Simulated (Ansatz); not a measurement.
**Geometry relaxation, with input and output: AlInH4Cl2O2 (part 2 of 2)**

Continued. System: AlInH4Cl2O2. Method: RKS PBE0-D4/def2-SVP (Ansatz 0.2.0). It belongs to a series of runs on one base structure; here: end point A relaxed.

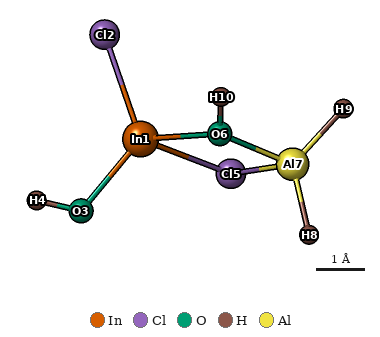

Figure 1. The geometry at step 18 of the log (ball-and-stick view, seen on its broad side; atoms are numbered from 1 in the order of the input).

Trajectory as extended XYZ, continued:
```
10
Properties=species:S:1:pos:R:3:forces:R:3 step=9 energy=-40951.41333
In   -0.1241   -0.0799    0.1663    0.0206   0.0846   0.2561
Cl    0.4984   -0.6638    2.3851   -0.0477   0.0042  -0.1348
O     1.2463   -0.0971   -1.2654   -0.1948  -0.0090  -0.1915
H     2.1172   -0.2422   -0.8873    0.2264  -0.0539   0.0722
Cl   -2.4358   -0.1808   -0.3471   -0.0032   0.1313   0.0644
O    -0.4007    2.0438    0.8470   -0.0249   0.0359   0.0688
Al   -1.8185    3.0254    0.4204    0.0406  -0.1786  -0.0643
H    -2.2024    3.0900   -1.1013    0.0529   0.0495   0.0253
H    -2.3199    3.9128    1.6303   -0.0659  -0.0945  -0.0263
H    -0.0913    2.0242    1.7662   -0.0040   0.0304  -0.0700
10
Properties=species:S:1:pos:R:3:forces:R:3 step=10 energy=-40951.50138
In   -0.1085   -0.0454    0.1882    0.1369   0.1167   0.2701
Cl    0.4891   -0.7243    2.3797   -0.0515  -0.0014  -0.1274
O     1.2300   -0.0968   -1.2735   -0.1452  -0.0283  -0.1424
H     2.1082   -0.2606   -0.9151    0.1174  -0.0466   0.0376
Cl   -2.4451    0.0014   -0.2779   -0.0575   0.1893   0.1032
O    -0.3494    2.0752    0.8608    0.0536  -0.0252   0.0649
Al   -1.8361    2.9443    0.4002   -0.0596  -0.2373  -0.1166
H    -2.1582    3.0489   -1.1335    0.0851   0.1227   0.0102
H    -2.4044    3.8085    1.6007   -0.0736  -0.1458  -0.0254
H    -0.0563    2.0814    1.7844   -0.0055   0.0560  -0.0741
10
Properties=species:S:1:pos:R:3:forces:R:3 step=11 energy=-40951.65802
In   -0.0892   -0.0046    0.2187    0.3248   0.1531   0.3152
Cl    0.4782   -0.7877    2.3764   -0.0629  -0.0009  -0.1309
O     1.2049   -0.0979   -1.2813   -0.1547  -0.0394  -0.1118
H     2.0895   -0.2833   -0.9466    0.0565  -0.0443   0.0227
Cl   -2.4516    0.1707   -0.1815   -0.1293   0.2980   0.1352
O    -0.2936    2.1159    0.8678    0.0750  -0.1247   0.0120
Al   -1.8575    2.8471    0.3689   -0.1346  -0.2946  -0.1630
H    -2.0887    3.0575   -1.1744    0.1209   0.1671   0.0365
H    -2.5006    3.6640    1.5694   -0.0772  -0.1998  -0.0373
H    -0.0222    2.1507    1.7966   -0.0185   0.0854  -0.0787
10
Properties=species:S:1:pos:R:3:forces:R:3 step=12 energy=-40951.82654
In   -0.0630    0.0342    0.2621    0.4293   0.0996   0.2533
Cl    0.4710   -0.8411    2.3839   -0.0516   0.0052  -0.1038
O     1.1701   -0.1048   -1.2884   -0.1351  -0.0411  -0.0274
H     2.0628   -0.3113   -0.9836   -0.0245  -0.0306  -0.0066
Cl   -2.4536    0.2665   -0.0798   -0.1267   0.3747   0.0610
O    -0.2552    2.1515    0.8637    0.1164  -0.1576  -0.0108
Al   -1.8662    2.7788    0.3263   -0.2564  -0.2510  -0.0793
H    -1.9985    3.1346   -1.2079    0.1183   0.0921   0.0864
H    -2.5985    3.4973    1.5438   -0.0297  -0.1815  -0.0909
H     0.0003    2.2268    1.7941   -0.0400   0.0902  -0.0820
10
Properties=species:S:1:pos:R:3:forces:R:3 step=13 energy=-40951.90290
In   -0.0093    0.0628    0.3130    0.4757   0.2434   0.1312
Cl    0.4679   -0.8839    2.4017   -0.0601  -0.0531  -0.0298
O     1.1401   -0.1251   -1.2972   -0.1305  -0.0608   0.0588
H     2.0434   -0.3325   -1.0213   -0.0589  -0.0344  -0.0478
Cl   -2.4333    0.4521   -0.0238   -0.4514  -0.7187  -0.1171
O    -0.2362    2.1612    0.8559    0.1437  -0.1651   0.1258
Al   -1.9189    2.6562    0.2997    0.1448   0.8257  -0.1355
H    -1.9330    3.1758   -1.2085    0.0461   0.0315   0.2008
H    -2.6618    3.3731    1.5112   -0.0548  -0.1764  -0.0359
H     0.0104    2.2929    1.7833   -0.0545   0.1078  -0.1506
10
Properties=species:S:1:pos:R:3:forces:R:3 step=14 energy=-40951.98990
In    0.0390    0.1114    0.3619    0.0484  -0.0076   0.0677
Cl    0.4573   -0.8970    2.4369   -0.0151   0.0377  -0.0804
O     1.1009   -0.1330   -1.2990    0.1572  -0.0842   0.1587
H     1.9965   -0.4326   -1.0727   -0.2588   0.0497  -0.1086
Cl   -2.4296    0.3849   -0.0301    0.1990   0.0473  -0.0675
O    -0.2102    2.2124    0.8514    0.0634  -0.1240   0.0664
Al   -1.8941    2.6852    0.2723   -0.2830   0.1424   0.1607
H    -1.8688    3.2967   -1.1931    0.0167  -0.0506   0.1237
H    -2.7593    3.2060    1.5180    0.1347  -0.0518  -0.2048
H     0.0375    2.3983    1.7686   -0.0625   0.0411  -0.1158
10
Properties=species:S:1:pos:R:3:forces:R:3 step=15 energy=-40952.01023
In    0.0753    0.1221    0.3970    0.0025   0.0522  -0.0486
Cl    0.4877   -0.9110    2.4510    0.0082   0.0085   0.0137
O     1.0855   -0.1226   -1.2924    0.2917  -0.1398   0.1425
H     1.9586   -0.5098   -1.1116   -0.3110   0.1095  -0.1063
Cl   -2.3695    0.3838   -0.0746    0.0055   0.0519  -0.0492
O    -0.2276    2.2163    0.8653    0.0815  -0.0457   0.1222
Al   -1.9106    2.6937    0.2766   -0.1051  -0.0431   0.0375
H    -1.8597    3.3265   -1.1724   -0.0110  -0.0061   0.0448
H    -2.7937    3.1934    1.5032    0.0611  -0.0229  -0.0761
H     0.0233    2.4401    1.7720   -0.0234   0.0354  -0.0806
10
Properties=species:S:1:pos:R:3:forces:R:3 step=16 energy=-40952.01244
In    0.1038    0.1569    0.4173    0.0544  -0.0117  -0.0467
Cl    0.5056   -0.8993    2.4592    0.0045  -0.0047   0.0354
O     1.0902   -0.0916   -1.2832    0.6972  -0.4453   0.1525
H     1.9027   -0.6255   -1.1471   -0.6866   0.4356  -0.1267
Cl   -2.3340    0.3846   -0.1358    0.0116   0.0442   0.0038
O    -0.2247    2.2367    0.8908   -0.0484  -0.0494   0.0303
Al   -1.9194    2.6698    0.2781    0.0081   0.0680  -0.0448
H    -1.8581    3.3551   -1.1440   -0.0046  -0.0146  -0.0060
H    -2.8143    3.1472    1.4899   -0.0351  -0.0054   0.0651
H     0.0175    2.4987    1.7890   -0.0012  -0.0166  -0.0629
10
Properties=species:S:1:pos:R:3:forces:R:3 step=17 energy=-40952.02032
In    0.1167    0.1579    0.4080   -0.0271   0.0476  -0.0145
Cl    0.5109   -0.8900    2.4590    0.0004   0.0036  -0.0030
O     1.1338   -0.0734   -1.2768    0.3625  -0.2972   0.1111
H     1.8864   -0.6793   -1.1515   -0.3611   0.2822  -0.0793
Cl   -2.3266    0.4008   -0.1336    0.0015  -0.0147  -0.0311
O    -0.2369    2.2335    0.8868    0.0153   0.0006   0.0331
Al   -1.9266    2.6907    0.2810   -0.0115  -0.0699   0.0072
H    -1.8721    3.3638   -1.1473   -0.0035   0.0212   0.0175
H    -2.8290    3.1380    1.5049    0.0129   0.0208  -0.0018
H     0.0127    2.4907    1.7838    0.0106   0.0057  -0.0391
10
Properties=species:S:1:pos:R:3:forces:R:3 step=18 energy=-40952.01576 accepted=F
In    0.1106    0.1902    0.4008    0.3383  -0.3217  -0.1045
Cl    0.4843   -0.9137    2.4311   -0.0445   0.0337   0.0063
O     1.2560   -0.1005   -1.1963   -0.1044   0.1218  -0.0119
H     1.8821   -0.8287   -1.1048   -0.0639  -0.0035   0.1069
Cl   -2.2962    0.4211   -0.2318   -0.1435  -0.0037  -0.0530
O    -0.2643    2.2405    0.8393    0.2415   0.3053   0.5151
Al   -1.9866    2.6860    0.3093    0.0613   0.1183  -0.0653
H    -1.9794    3.4822   -1.0637   -0.0169  -0.0731   0.0653
H    -2.8677    3.0678    1.5690   -0.0018  -0.0397   0.0178
H     0.1304    2.5877    1.6611   -0.2662  -0.1375  -0.4766
10
Properties=species:S:1:pos:R:3:forces:R:3 step=19 energy=-40952.02588
In    0.1154    0.1649    0.4068   -0.0603   0.0217   0.1750
Cl    0.4789   -0.9133    2.4477   -0.0051   0.0086   0.0106
O     1.1691   -0.0769   -1.2412    0.1070  -0.0053  -0.1667
H     1.8844   -0.7154   -1.1336   -0.0244  -0.0019   0.0163
Cl   -2.3181    0.3992   -0.1715   -0.0011   0.0134  -0.0183
O    -0.2434    2.2398    0.8702    0.0416  -0.0406   0.0105
Al   -1.9444    2.6792    0.2899   -0.0061   0.0139   0.0086
H    -1.9106    3.3947   -1.1181   -0.0176   0.0052  -0.0004
H    -2.8264    3.1061    1.5340   -0.0226   0.0058   0.0087
H     0.0643    2.5540    1.7299   -0.0115  -0.0207  -0.0443
10
Properties=species:S:1:pos:R:3:forces:R:3 step=20 energy=-40952.03046
In    0.1234    0.1713    0.4075    0.0020  -0.0186  -0.0053
Cl    0.4536   -0.9029    2.4561   -0.0090   0.0050   0.0043
O     1.2212   -0.0708   -1.2225   -0.0131   0.0235   0.0033
H     1.8636   -0.7816   -1.1129    0.0218  -0.0282  -0.0083
Cl   -2.3007    0.4140   -0.2218    0.0117  -0.0040   0.0010
O    -0.2400    2.2430    0.8449   -0.0118  -0.0057  -0.0169
Al   -1.9563    2.6816    0.3028   -0.0180  -0.0112  -0.0147
H    -1.9621    3.4399   -1.0831   -0.0022   0.0142   0.0018
H    -2.8387    3.0553    1.5647    0.0055   0.0061   0.0120
H     0.1053    2.5828    1.6784    0.0130   0.0189   0.0226
10
Properties=species:S:1:pos:R:3:forces:R:3 step=21 energy=-40952.01242 accepted=F
In    0.1424    0.1839    0.4040    0.1029  -0.0730  -0.1182
Cl    0.3890   -0.8954    2.4646   -0.0098   0.0094  -0.0314
O     1.3335   -0.0563   -1.1733    0.4505  -0.9644   0.2435
H     1.8297   -0.9078   -1.0958   -0.5445   0.9724  -0.1122
Cl   -2.2647    0.4256   -0.2957   -0.0278   0.0168  -0.0008
O    -0.2482    2.2470    0.8034    0.2657   0.3249   0.5080
Al   -1.9899    2.6770    0.3234    0.0163   0.0312  -0.0326
H    -2.0530    3.5256   -1.0169    0.0069  -0.0627   0.0710
H    -2.8536    2.9776    1.6225    0.0336  -0.0269  -0.0356
H     0.1840    2.6553    1.5779   -0.2938  -0.2276  -0.4918
10
Properties=species:S:1:pos:R:3:forces:R:3 step=22 energy=-40952.03064
In    0.1343    0.1752    0.4055    0.0343  -0.0227  -0.0340
Cl    0.4177   -0.8983    2.4623   -0.0053   0.0024  -0.0113
O     1.2761   -0.0623   -1.1992    0.1387  -0.2341   0.0872
H     1.8485   -0.8409   -1.1079   -0.1653   0.2337  -0.0420
Cl   -2.2826    0.4158   -0.2553   -0.0159   0.0087  -0.0077
O    -0.2459    2.2432    0.8250    0.0903   0.0988   0.1742
Al   -1.9741    2.6765    0.3114    0.0151   0.0181  -0.0078
H    -2.0048    3.4831   -1.0499   -0.0055  -0.0247   0.0187
H    -2.8417    3.0208    1.5934    0.0036  -0.0148  -0.0047
H     0.1416    2.6194    1.6287   -0.0900  -0.0655  -0.1727
10
Properties=species:S:1:pos:R:3:forces:R:3 step=23 energy=-40952.03207
In    0.1324    0.1763    0.4075    0.0170  -0.0203  -0.0173
Cl    0.4151   -0.9004    2.4620   -0.0034   0.0029  -0.0025
O     1.2658   -0.0634   -1.2002    0.0271  -0.0444   0.0301
H     1.8494   -0.8283   -1.1122   -0.0375   0.0479  -0.0097
Cl   -2.2845    0.4172   -0.2522    0.0025   0.0042   0.0022
O    -0.2400    2.2478    0.8283    0.0292   0.0315   0.0597
Al   -1.9673    2.6778    0.3109   -0.0068  -0.0017  -0.0121
H    -2.0015    3.4681   -1.0584    0.0003   0.0005   0.0154
H    -2.8369    3.0200    1.5914    0.0042   0.0005  -0.0001
H     0.1368    2.6174    1.6372   -0.0328  -0.0211  -0.0658
10
Properties=species:S:1:pos:R:3:forces:R:3 step=24 energy=-40952.03231
In    0.1281    0.1698    0.4105    0.0306   0.0021  -0.0128
Cl    0.4031   -0.9099    2.4642   -0.0044  -0.0010  -0.0046
O     1.2718   -0.0586   -1.1918    0.0119  -0.0313   0.0266
H     1.8533   -0.8253   -1.1099   -0.0296   0.0321  -0.0027
Cl   -2.2852    0.4199   -0.2550   -0.0071  -0.0210  -0.0056
O    -0.2430    2.2436    0.8262    0.0054  -0.0233  -0.0234
Al   -1.9701    2.6749    0.3140   -0.0069   0.0270  -0.0058
H    -2.0062    3.4724   -1.0512   -0.0023   0.0006   0.0124
H    -2.8401    3.0132    1.5952    0.0014  -0.0003   0.0007
H     0.1574    2.6325    1.6119    0.0008   0.0150   0.0152
10
Properties=species:S:1:pos:R:3:forces:R:3 step=25 energy=-40952.03241
In    0.1353    0.1758    0.4159   -0.0238  -0.0332  -0.0066
Cl    0.3903   -0.9355    2.4553   -0.0002   0.0151   0.0005
O     1.2811   -0.0608   -1.1817    0.0183   0.0021  -0.0024
H     1.8537   -0.8333   -1.0994   -0.0089   0.0056  -0.0017
Cl   -2.2805    0.4194   -0.2574    0.0129   0.0049   0.0036
O    -0.2432    2.2479    0.8178    0.0222  -0.0053   0.0050
Al   -1.9740    2.6757    0.3160   -0.0328  -0.0059  -0.0081
H    -2.0223    3.4808   -1.0431    0.0017   0.0068  -0.0030
H    -2.8392    3.0064    1.6024    0.0047  -0.0005   0.0035
H     0.1680    2.6561    1.5882    0.0058   0.0102   0.0093
10
Properties=species:S:1:pos:R:3:forces:R:3 step=26 energy=-40952.03282
In    0.1336    0.1726    0.4143   -0.0103  -0.0073   0.0077
Cl    0.3804   -0.9271    2.4606   -0.0006   0.0034  -0.0005
O     1.2940   -0.0537   -1.1742    0.0198  -0.0172  -0.0019
H     1.8466   -0.8420   -1.1031   -0.0133   0.0168  -0.0042
Cl   -2.2792    0.4196   -0.2648    0.0093  -0.0005  -0.0010
O    -0.2431    2.2456    0.8159    0.0223   0.0026   0.0090
Al   -1.9752    2.6733    0.3177   -0.0207   0.0064   0.0050
H    -2.0274    3.4872   -1.0364    0.0012   0.0016  -0.0007
H    -2.8392    2.9947    1.6074    0.0015   0.0004  -0.0004
H     0.1787    2.6622    1.5766   -0.0094  -0.0063  -0.0131
```

The run was set up as follows.

Input:
```yaml
crystal:
  periodic: [false, false, false]
  atoms:
    - { symbol: In, position_ang: [-0.015505, -0.647443, -0.035485] }
    - { symbol: Cl, position_ang: [0.479353, -0.355218, 2.313042] }
    - { symbol: O, position_ang: [1.486961, -0.631682, -1.321031] }
    - { symbol: H, position_ang: [2.316652, -0.394708, -0.883785] }
    - { symbol: Cl, position_ang: [-2.187527, -1.20492, -0.626951] }
    - { symbol: O, position_ang: [-0.697967, 2.329436, 0.816502] }
    - { symbol: Al, position_ang: [-1.874705, 3.561774, 0.628014] }
    - { symbol: H, position_ang: [-2.451805, 3.729559, -0.832194] }
    - { symbol: H, position_ang: [-2.264239, 4.446532, 1.891689] }
    - { symbol: H, position_ang: [-0.322017, 1.99917, 1.6643] }
basis:
  gaussian: { orbitals: def2-SVP }
hamiltonian:
  xc: pbe0
  dispersion: d4
relax:
  f_tol: 0.03
  max_steps: 50
```

Launch command:
```bash
ansatz run input.yaml --threads 4 --pin off --max-ram 5120MiB --backend cpu --events-out ev --progress --plain --runs-dir out
```

Key numbers:

| quantity | value |
| --- | --- |
| outcome | converged |
| total energy | −40952.0329 eV |
| mean-field energy | −40951.7710 eV |
| largest force (length of the vector) at the end | 0.026 eV/Å |
| hardware | 4 threads of Arm Neoverse V2, 24 GiB of memory available, shared host |
| wall time | 61 s (CPU time 3.8 min) |
| peak memory | 0.38 GiB |
